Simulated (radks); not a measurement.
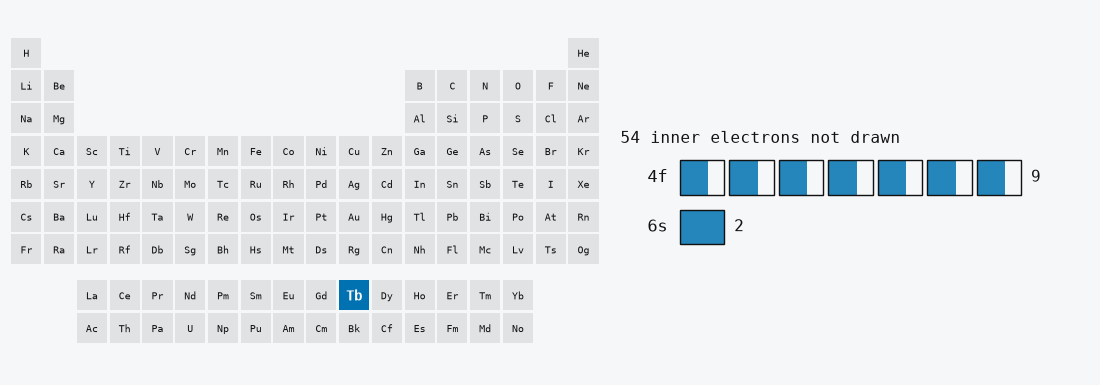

**Figure 1.** Left, the place of terbium in the periodic table; right, the outer shells as the input fills them: a box for each of the 2l + 1 orbitals, shaded by the share of the shell that is filled, with the electron count at the right.

# Run report: Tb, atomic calculation

- system: a free Tb atom in the configuration [Xe] 4f9 6s2.
- method: scalar-relativistic Kohn-Sham, PBE, spin-unpolarised, spherical densities, point nucleus (the in-house radial solver radks)

## Summary

- outcome: converged
- total energy: −11708.9410 hartree
- kinetic energy: 12603.4991 hartree
- electron–nucleus energy: −28616.2151 hartree
- Hartree energy: 4559.6427 hartree
- exchange–correlation energy: −255.867738 hartree
- radius at density 0.001 e/bohr³: 5.19 bohr
- SCF iterations: 16
- hardware: 1 thread of Intel Xeon, 108 GiB of memory available, shared host

## The input
```
Z 65
configuration [Xe] 4f9 6s2
relativity scalar-relativistic
functional pbe,pbe
spin unpolarised
nucleus point
c 137.035999084
max_iterations 96
```

Energies in input and log are in hartree, lengths in bohr.

Launched within a batch (the task file carries these settings):
```bash
python <driver script> task.json out
```

## Output
```
1s      1   2.0000       -1905.90308160
2s      1   2.0000        -315.93548830
2p      1   6.0000        -280.71427848
3s      1   2.0000         -70.07268191
3p      1   6.0000         -59.21271908
3d      1  10.0000         -45.07222837
4s      1   2.0000         -13.87793789
4p      1   6.0000         -10.30335570
4d      1  10.0000          -5.39925183
4f      1   9.0000          -0.11140201
5s      1   2.0000          -1.74506815
5p      1   6.0000          -0.91253098
6s      1   2.0000          -0.13616918
Etot -11708.941005061273
Ekin 12603.499100503774
Encl -28616.21509873
Eh 4559.6427307981
Exc -255.86773763314437
err 8.837075961567287e-09
it 16
```

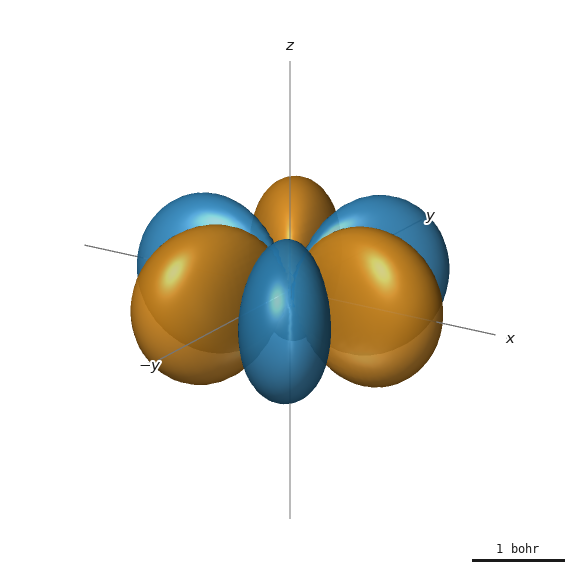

**Figure 2.** The 4f(x(x²−3y²)) orbital. The surface of constant |ψ| that holds about 90 % of the electron is drawn, orange where ψ is positive and blue where it is negative. The radial function comes from the spherical calculation and is multiplied by a real spherical harmonic; the overall sign is chosen so that the largest lobe of P(r) is positive; at the scalar-relativistic level it is the large component. It has three nodal planes that hold the z axis and no radial node. The maximum of P² lies at 0.555 bohr, ⟨r⟩ = 0.910 bohr, 90 % of the charge lies within 1.60 bohr, and the eigenvalue is −3.03 eV, with 9 electrons in the shell.

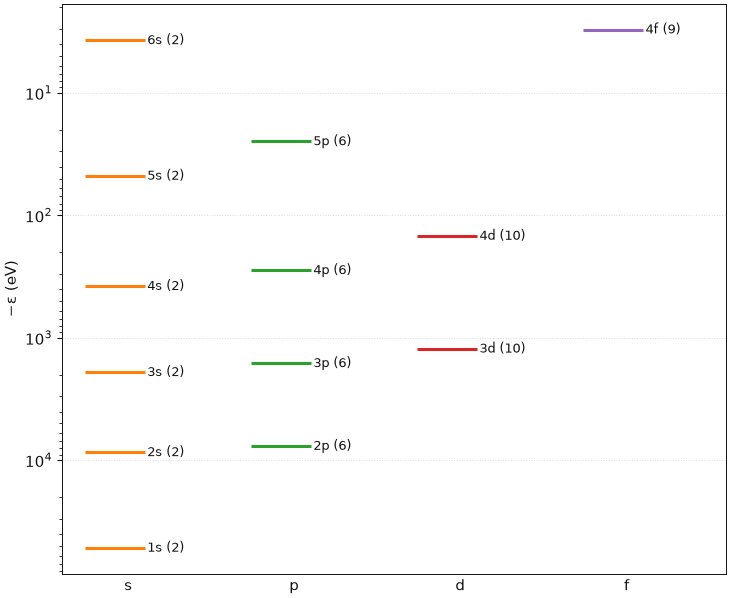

**Figure 3.** All occupied levels, on a logarithmic scale of binding energy, are drawn by angular momentum (occupations in brackets). The highest occupied level is 4f at −3.03 eV. The highest 5 occupied levels, from the top down, are 4f (−3.03 eV), 6s (−3.71 eV), 5p (−24.8 eV), 5s (−47.5 eV), 4d (−146.9 eV).

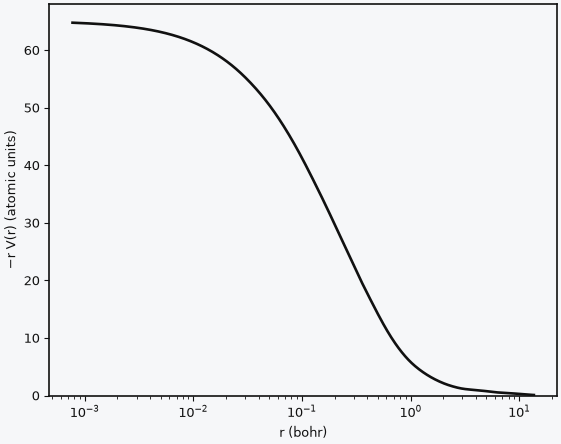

**Figure 4.** The screened charge −r V(r) of the Kohn-Sham potential. Close to the nucleus it reaches 64.8, near the nuclear charge 65. It falls through 32.5, midway between the nuclear and the ionic charge, at r = 0.17 bohr, and stands at 0.10 at the end of the plot (r = 14 bohr); the net charge is 0. The exact potential would level off one unit above the net charge.
